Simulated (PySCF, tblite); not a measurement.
# C2H2FO3−: geometry, infrared bands, NMR shifts, spin-spin couplings and electronic excitations

What infrared bands, NMR shifts, spin-spin couplings and electronic excitations should C2H2FO3− (`O=C([O-])OCF`) show?

The runs use tblite 0.8.0 and PySCF 2.14.0, with density-fitted response routines of our own; the level of theory stands in each step. All values are computed, except where a source is named. Atoms are numbered from 0 throughout.

**1. The molecule as given**

8 atoms, charge -1, multiplicity 1; geometry from: GFN2-xTB.

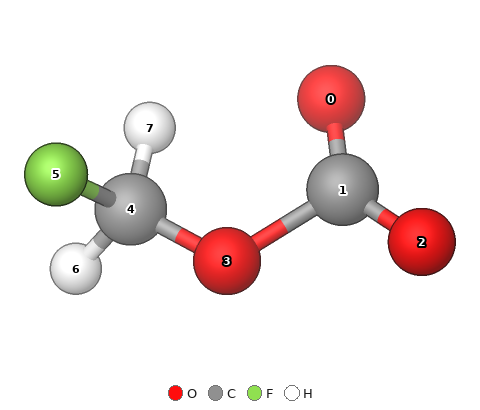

As it starts; oxygen red, carbon grey, fluorine green, hydrogen white, atoms numbered.

**2. Harmonic vibrations with GFN2-xTB**

Job settings and geometry (Å):

```
{"job": {"kind": "ir", "xc": "GFN2-xTB", "basis": "xTB"}, "charge": -1, "multiplicity": 1}
O      1.216631     0.621947    -1.253290
C      1.448964     0.091280    -0.192094
O      2.429117    -0.160654     0.458708
O      0.172269    -0.455309     0.523296
C     -0.992798    -0.157395    -0.040442
F     -1.721645     0.800031     0.702654
H     -1.672688    -1.028071    -0.078395
H     -0.870793     0.297585    -1.040497
```

**Question.** This job is followed by: PBE0-D3(BJ)/def2-SVP geometry optimisation, gas phase; GIAO PBE0/pcSseg-1 NMR shielding, non-relativistic, gas phase; B3LYP/pcJ-1 indirect spin-spin coupling, non-relativistic, gas phase; TDDFT PBE0/def2-SVPD, vertical, gas phase, core orbitals frozen in the response; GIAO wB97X-D/pcSseg-2 NMR shielding, non-relativistic, gas phase. What will the session give for the following? strongest single infrared mode (GFN2-xTB); zero-point energy (GFN2-xTB); point group; rotational constants (main isotopes); 13C shifts against TMS (PBE0/pcSseg-1); 1H shifts against TMS (PBE0/pcSseg-1, means over atoms taken as alike); 17O shifts against H2O (PBE0/pcSseg-1, means over atoms taken as alike); 19F shifts against CFCl3 (PBE0/pcSseg-1); largest coupling of the table (B3LYP/pcJ-1); lowest singlet (PBE0/def2-SVPD); brightest single state of those computed; lowest triplet; vertical ionisation energy (ΔSCF); range of the shift of O0.

The runs gave:

```
                                                               quantity                        value
                              strongest single infrared mode (GFN2-xTB)        2001 cm⁻¹, 829 km/mol
                                           zero-point energy (GFN2-xTB)                27.8 kcal/mol
                                                            point group                           C1
                                   rotational constants (main isotopes)         8.52, 2.32, 2.06 GHz
                                 13C shifts against TMS (PBE0/pcSseg-1)             151.1, 100.5 ppm
 1H shifts against TMS (PBE0/pcSseg-1, means over atoms taken as alike)                     5.63 ppm
17O shifts against H2O (PBE0/pcSseg-1, means over atoms taken as alike)             223.8, 215.5 ppm
                               19F shifts against CFCl3 (PBE0/pcSseg-1)                   -156.9 ppm
                            largest coupling of the table (B3LYP/pcJ-1)     1J(C,F) C4–F5, -254.9 Hz
                                        lowest singlet (PBE0/def2-SVPD)  5.94 eV (209 nm), f = 0.010
                               brightest single state of those computed  state 9, 7.46 eV, f = 0.108
                                                         lowest triplet                      5.87 eV
                                      vertical ionisation energy (ΔSCF)                      4.79 eV
                                               range of the shift of O0           215.1 to 223.8 ppm
```

**Reading.** All 18 modes are real, so the xTB geometry is a minimum. The strongest single mode, at 2001 cm⁻¹, moves mainly C1. GFN2-xTB is a fitted tight-binding method: band positions and strengths are rough. Its intensities can rank the bands wrongly. Relaxing lowered the energy by 0.046 eV in 7 steps; the close pair that moved most is C1–O3, from 1.562 to 1.508 Å. No frequency check was run at this level, so the end point may be a saddle. At PBE0/pcSseg-1: Shielding is most anisotropic at O0, O2 (span 293 ppm, paramagnetic term -292 ppm). Of the pairs tabulated at B3LYP/pcJ-1, C4–F5 couples most strongly (-254.9 Hz; Fermi contact -289.1 Hz). The first singlet state (HOMO→LUMO 0.92) lies at 5.94 eV and is weak; of the 10 states computed, the strongest absorption comes from states 8 to 9 together at 7.46 eV. The lowest triplet lies 0.08 eV below the lowest singlet (triplets in Tamm-Dancoff, singlets in full TDDFT). In the gas-phase run even the lowest singlet lies above the computed detachment energy of this anion, so its states are not to be taken as bound. At PBE0/def2-SVPD, all states lie near or above the ionisation energy, where they hang on the basis. ΔSCF puts the ionisation energy at 4.79 eV, 2.41 eV above −ε(HOMO). In ppm, O0 (with its like atoms) moves most: its shift spreads over 8.7 ppm, from 215.1 (wB97X-D/pcSseg-2) to 223.8 (PBE0/pcSseg-1). Most of that comes from the computed reference, not from the atom's own shielding.
